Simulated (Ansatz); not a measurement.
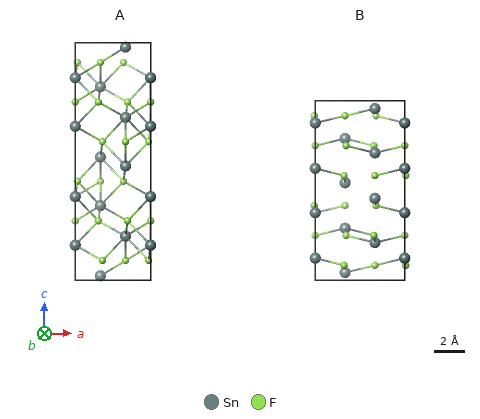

Two geometries of a crystal of Sn2F3 (built on the corundum_167 type) (coarse preliminary run), drawn at one scale. One is the start of a relaxation, the other its converged end. A ball-and-stick model of the conventional cell (3 times the calculation's cell), seen along the b axis. Lengths and directions refer to the drawn axes.

All numbers below come from DFT PBE, scalar-relativistic, plane waves, PAW (Ansatz 0.2.0). Settings: plane-wave cutoff 420 eV; k-point mesh 6 × 6 × 6; occupations gaussian; smearing width 0.1 eV; no spin polarisation; cell and atoms relaxed; force threshold 0.04 eV/Å; at most 70 steps.

Q: Which of the two is the end point?

A: Structure B is the relaxed one. Case: corundum type (R-3c, No. 167). The largest moves relative to the cell, 0.30 Å, are those of Sn atoms. By element the largest moves are Sn 0.30 Å, F 0.27 Å. The drawn cell changes as follows: a = b 5.992 → 7.113 Å (+18.7 %), c 16.359 → 12.356 Å (−24.5 %); the volume changes by +6.4 %. Some distances before and after: F–Sn 2.482 → 2.906 Å, F–Sn 2.335 → 2.385 Å. Among the angles between lasting bonds that change: F–Sn–F 101.2° → 115.8°, Sn–F–Sn 120.4° → 124.7°. The space group stays R-3c (No. 167). After 12 accepted moves (14 points after the start) the energy has fallen by 3.383 eV per cell of the calculation. The largest force component goes from 0.33 to 0.026 eV/Å. Pressure: 15.87 GPa at the start and 0.13 GPa at the end. The SCF was repeated twice at an unchanged geometry on a basis and grid sized afresh for the cell, which shifted the energy by 0.611 eV per cell of the calculation at most.
